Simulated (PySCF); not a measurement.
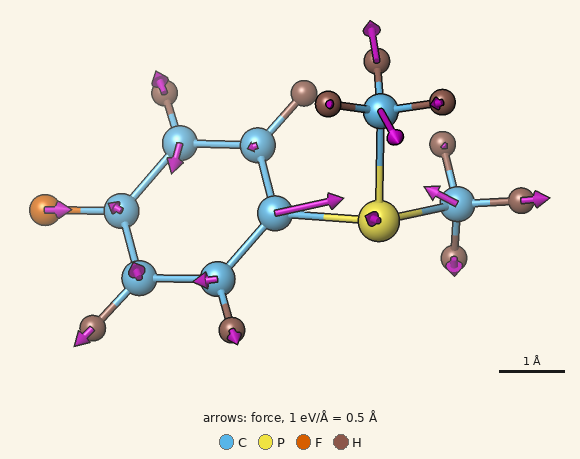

Starting geometry of C8H10FP with the computed forces as purple arrows. The picture is a ball-and-stick view, seen at a tilt.

The start comes from GFN2-xTB. Its atoms were then displaced at random by about 0.01 Å.

Level of theory: PySCF 2.14.0, density-fitted response routines, PBE0-D3(BJ)/def2-SVP geometry optimisation, gas phase. 

What follows when this structure is relaxed?

Answer. It isn't relaxed: the largest force vector, on a C atom, is 2.46 eV/Å. The final displacements follow the starting forces only in part (cosine between the two patterns 0.32). After 7 geometry steps the energy has fallen by 0.195 eV. The atom that moves furthest after the best rigid fit is an H atom (0.11 Å). Largest moves by element: H 0.11 Å, C 0.06 Å, P 0.03 Å, F 0.02 Å. Near-neighbour distances that change, for instance: C–H 1.052 → 1.102 Å, C–P 1.882 → 1.846 Å, C–C 1.369 → 1.400 Å, C–H 1.073 → 1.101 Å. Among the angles between lasting bonds that change: C–C–C 121.9° → 118.2°, P–C–H 110.7° → 113.3°, C–P–C 98.6° → 100.8°. The run took 4.3 min on 1 thread of Arm Neoverse N1, on a shared host.
